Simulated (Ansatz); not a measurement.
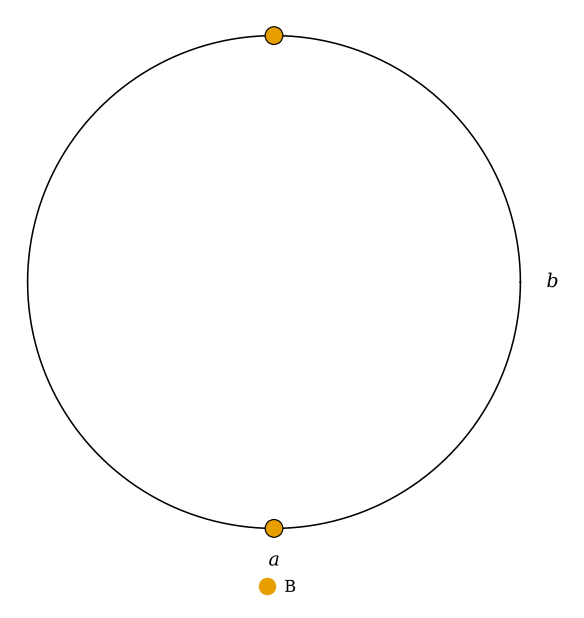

For La3B2, the end point of a relaxation with DFT PBE, scalar-relativistic, plane waves, PAW (Ansatz); the starting structure was generated, so it need not be a known form of this composition: directions from one lanthanum atom at (0, 1/2, 1/2) to its bonded neighbours, in stereographic projection down c (filled: above the plane of the page or in it, open: below). Symmetry computed with spglib at a tolerance of 0.002 Å; standard conventional cell.

Neighbours are counted up to 3.55 Å for B.

```cif
data_structure
_symmetry_space_group_name_H-M 'P 1'
_symmetry_Int_Tables_number 1
_cell_length_a 5.1534
_cell_length_b 5.1534
_cell_length_c 5.1534
_cell_angle_alpha 90.000
_cell_angle_beta 90.000
_cell_angle_gamma 90.000
_cell_volume 136.86
loop_
_atom_site_label
_atom_site_type_symbol
_atom_site_fract_x
_atom_site_fract_y
_atom_site_fract_z
_atom_site_occupancy
La1 La 0.00000 0.50000 0.50000 1
La2 La 0.50000 0.00000 0.50000 1
La3 La 0.50000 0.50000 0.00000 1
B1 B 0.50000 0.50000 0.50000 1
B2 B 0.00000 0.00000 0.00000 1
```

Q: How many neighbours are there, and at what angles?

A: 2: 2 B at 2.58 Å. Angles between bonds: 180° (1×).

Q: What is the site's symmetry in the crystal?

A: Point group 4/mmm (D4h), order 16: one fourfold axis, four twofold axes, five mirror planes, an inversion centre. In No. 221, Pm-3m this is Wyckoff position 3c.
